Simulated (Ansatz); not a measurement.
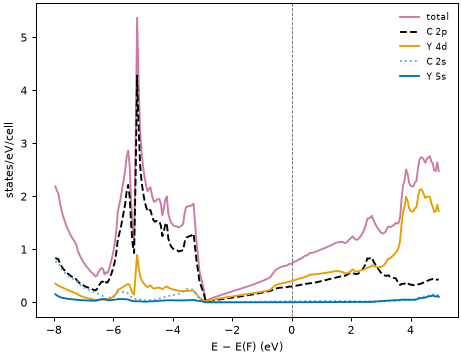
Total and projected density of states of YC2 (MoSi2 or CaC2 type, space group No. 139), r²SCAN in the plane-wave PAW code Ansatz

Problem. Which orbitals carry the states next to the Fermi level?

Solution. Within 0.5 eV of the Fermi level: Y 4d 54 %, C 2p 41 %. Projections are on Löwdin-orthogonalised atomic valence shells; empty p or d shells of many metals are not among them.

Problem. Where is the tallest occupied peak in this window, and what makes it?

Solution. Near -5.2 eV, about 5.4 states/eV per cell; the largest projected share is C 2p.

Space group I4/mmm (MoSi2 or CaC2 type). The workflow started from an entry of the Crystallography Open Database (COD). Its standing as an ambient phase is unchecked. The cell was relaxed with r²SCAN under the symmetry of its start; whether a distortion lowers the energy is not shown. The run is not spin-polarised. Spin–orbit coupling is left out wherever it is not named.

Potentials: the later of the program's two PAW sets.
